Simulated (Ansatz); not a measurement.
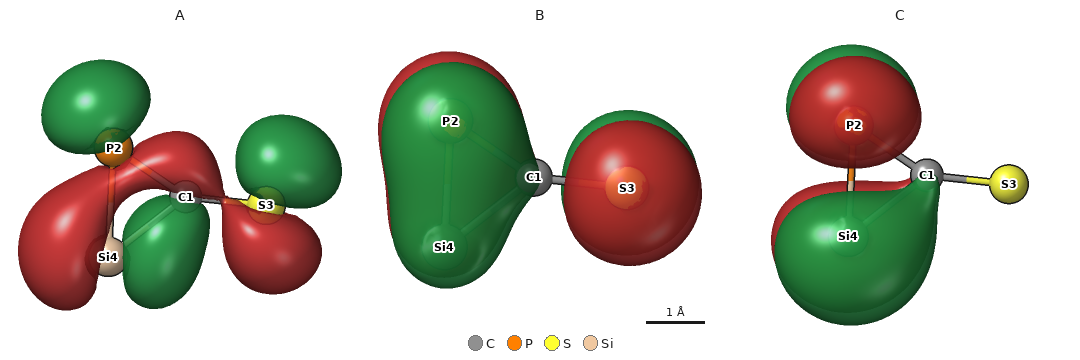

Figure. CPSSi (SMILES S=C1[Si]=P1) (doublet). Three frontier orbitals at ±0.08 Å⁻³ᐟ² (green and red are the two phases), in no order.

Geometry: PBE-D3(BJ)/def2-SVP.

The calculation used isolated molecule in a Gaussian basis; Kohn-Sham density functional theory, functional PBE0 (Ansatz).

> Which picture is the HOMO−1, the HOMO and the LUMO? All are α orbitals.

B is the HOMO−1 (α) (−7.22 eV). By Hirshfeld shares it lies mainly on S3 (about 45 %), P2 (about 35 %), Si4 (about 15 %) and C1 (about 10 %); it changes sign across the molecular plane (π type); π-bonding across C1–Si4 and P2–Si4. A is the HOMO (α) (−6.52 eV). It lies mainly on S3 (about 40 %), Si4 (about 25 %), P2 (about 20 %) and C1 (about 20 %); it is symmetric in the molecular plane (an in-plane orbital: σ, lone-pair or in-plane π type). C is the LUMO (α) (−2.52 eV). It lies mainly on Si4 (about 55 %) and P2 (about 35 %); it changes sign across the molecular plane (π type); π-antibonding (a node) across P2–Si4.

> What is the gap between the highest occupied and lowest empty α orbitals?

4.00 eV between the orbital energies.
